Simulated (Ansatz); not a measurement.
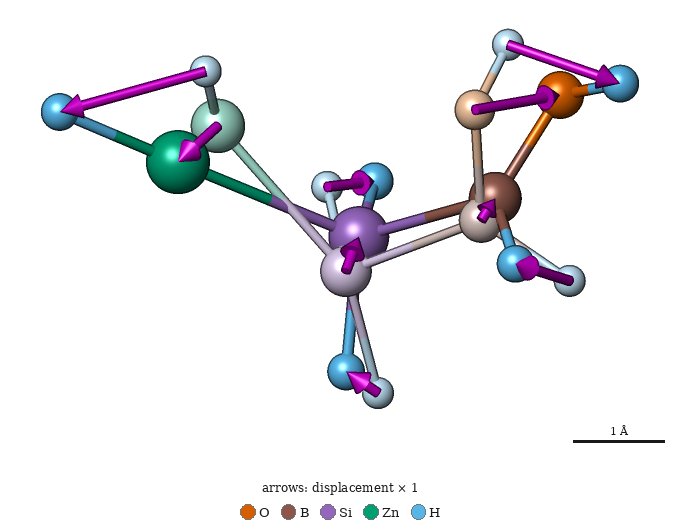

A relaxation of ZnBSiH$_{5}$O (coarse preliminary run). The starting structure is drawn faded, the final one solid; purple arrows show the displacements, at their true length. The two geometries are superimposed by the best rigid fit.

A ball-and-stick model, seen at a tilt.

The start comes from a force field.

All numbers below come from RKS PBE-D4/def2-SVP (Ansatz 0.2.0).

Input
```yaml
crystal:
  periodic: [false, false, false]
  atoms:
    - {symbol: O, position_ang: [-0.375100, 1.420800, -0.972500]}
    - {symbol: B, position_ang: [0.734300, 0.900600, -0.302500]}
    - {symbol: Si, position_ang: [0.499100, -0.639500, 0.840900]}
    - {symbol: Zn, position_ang: [-1.619600, -1.042500, 0.690200]}
    - {symbol: H, position_ang: [-0.459500, 0.978700, -1.867500]}
    - {symbol: H, position_ang: [1.803100, 1.408500, -0.448300]}
    - {symbol: H, position_ang: [1.866200, -1.003500, 1.423900]}
    - {symbol: H, position_ang: [0.043100, -1.751300, 0.065200]}
    - {symbol: H, position_ang: [-2.403000, -0.318100, 0.553400]}
basis:
  gaussian: {orbitals: def2-SVP}
hamiltonian: {xc: pbe, dispersion: d4}
relax: {f_tol: 0.03, max_steps: 200}
```

Launched with:
```bash
ansatz run in.yaml --threads 4 --pin off --events-out ev --progress --plain --max-ram 10444MiB
```

### What did the optimiser do to the structure, and how much energy did it gain?

Over 21 accepted moves (23 points after the start) the energy falls by 543.6 kJ/mol. Largest force component: 15 eV/Å at the start, 0.0095 eV/Å at the end. The line search rejected the trial steps at points 19, 22 of the run. H9 moves most after the best rigid fit: 1.69 Å. Largest moves by element: H 1.69 Å, O 1.34 Å, Zn 0.74 Å, Si 0.50 Å, B 0.31 Å. Among the contacts that change: Zn4–H9 1.076 → 1.567 Å, Si3–Zn4 2.162 → 2.377 Å, B2–Si3 1.933 → 2.017 Å, Si3–H8 1.430 → 1.512 Å. Among the angles between lasting bonds that change: Si3–Zn4–H9 126.7° → 179.2°, Zn4–Si3–H8 60.3° → 109.2°, Zn4–Si3–H7 149.1° → 108.2°. Groups turn about O1–B2 by about 90°.
